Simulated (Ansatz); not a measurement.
The figure comes from a scan of SrTl (CsCl type): a phonon pattern at X = (0.5, 0.0, 0.0) is frozen into a 4-atom cell, Q being the largest atomic displacement. Method: LDA (plane waves to 420 eV, PAW, scalar-relativistic; Ansatz, a quantum-chemistry and plane-wave program). k mesh 6×12×12 (Γ-centred), Fermi-Dirac smearing 0.05 eV. With partly filled bands, energies and forces of such displacements shift with the k mesh and the smearing. Spin-orbit coupling is left out, though Tl is heavy. SrTl was relaxed with its symmetry unable to fall. 

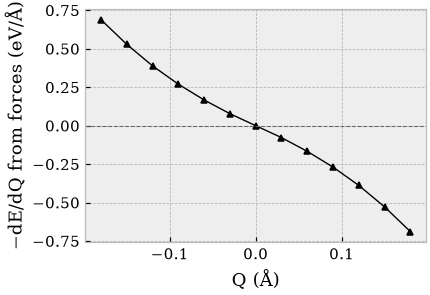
−dE/dQ from forces (eV/Å) against Q (Å); computed points joined by lines.

Q: Read the plotted values off the figure, to the accuracy that the plot allows.

A: To the nearest 0.02:

```tsv
Q (Å)	−dE/dQ from forces (eV/Å)
-0.180	0.68
-0.150	0.52
-0.120	0.38
-0.090	0.26
-0.060	0.16
-0.030	0.08
0.000	0.00
0.030	-0.08
0.060	-0.16
0.090	-0.26
0.120	-0.38
0.150	-0.52
0.180	-0.68
```

(A displaced cell: forces are minus the slopes of the energy, force constants its curvatures, and phonons follow from these.)
